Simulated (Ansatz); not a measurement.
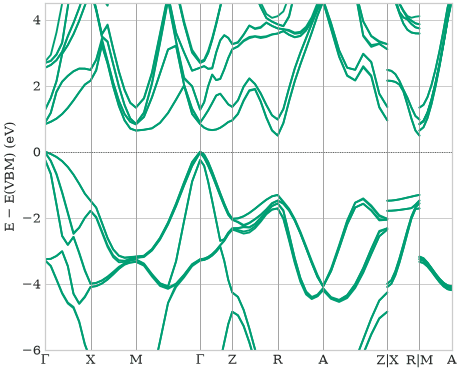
Figure. Band structure from r²SCAN with spin–orbit coupling (plane waves, PAW; program Ansatz)

Q: Read off the gap and where the band edges lie.

A: About 0.5 eV (0.49 eV by a search for the band edges); maximum at Γ, minimum at R.

The material is SiGe₃ in space group P-4m2 (No. 115; Si on 1a, Ge on 2g, Ge on 1c).

The start of the workflow was typed in or built on a structure type; neither database checked (COD, Materials Project) lists it. Whether it is the stable phase at ambient conditions was not checked. The cell was relaxed with r²SCAN under the symmetry of its start; whether a distortion lowers the energy is not shown.

Potentials: the earlier of the program's two PAW sets.
